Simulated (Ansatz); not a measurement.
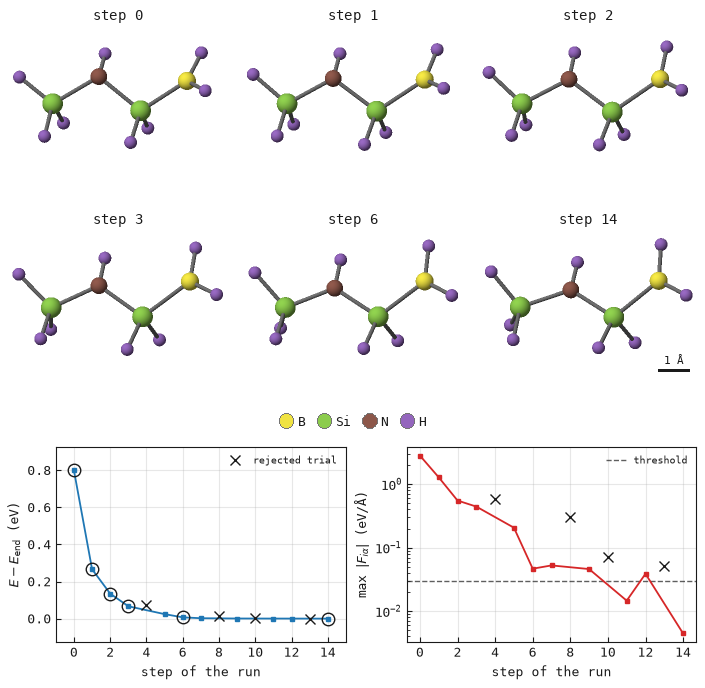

Frames of a relaxation of BSi$_{2}$NH$_{8}$ (coarse preliminary run), marked on the history of the run. A ball-and-stick model, seen at a tilt.

The start comes from a force field.

The calculation used RKS PBE-D4/def2-SVP in Ansatz. (force threshold 0.03 eV/Å; at most 200 steps)

**Describe the path.**

The atom that moves furthest after the best rigid fit is an H atom (0.77 Å). By element the largest moves are H 0.77 Å, N 0.58 Å, B 0.20 Å, Si 0.14 Å. Some distances before and after: B–Si 1.881 → 2.007 Å, H–Si 1.397 → 1.506 Å, N–Si 1.832 → 1.753 Å, H–N 1.103 → 1.025 Å. Among the angles between lasting bonds that change: Si–N–Si 110.3° → 128.6°, Si–N–H 105.4° → 115.7°, N–Si–H 105.9° → 114.5°. Groups turn about B–Si by about 45°. After 10 accepted moves (14 points after the start) the energy has fallen by 0.799 eV. The largest force component goes from 2.8 to 0.0045 eV/Å. The line search rejected the trial steps at points 4, 8, 10, 13 of the run. The forces were under the threshold at step 11, but the run went on from there. Cost: 19 s on 4 threads of Arm Neoverse V1, with other jobs on the host. From step 0 to 1: H atoms move most (0.17 Å), energy −0.533 eV. From step 1 to 2: an H atom moves most (0.20 Å), energy −0.132 eV. From step 2 to 3: H atoms move most (0.20 Å), energy −0.068 eV. From step 3 to 6: H atoms move most (0.17 Å), energy −0.060 eV. From step 6 to 14: an H atom moves most (0.21 Å), energy −0.007 eV.

```tsv
step	E − E(0), eV	largest force component, eV/Å	note
0	0.0000	2.8230	
1	-0.5326	1.2842	
2	-0.6643	0.5534	
3	-0.7322	0.4443	
4	-0.7245	0.5839	rejected
5	-0.7745	0.2067	
6	-0.7919	0.0467	
7	-0.7966	0.0526	
8	-0.7850	0.3035	rejected
9	-0.7981	0.0461	
10	-0.7979	0.0723	rejected
11	-0.7984	0.0146	
12	-0.7985	0.0388	
13	-0.7983	0.0514	rejected
14	-0.7988	0.0045
```
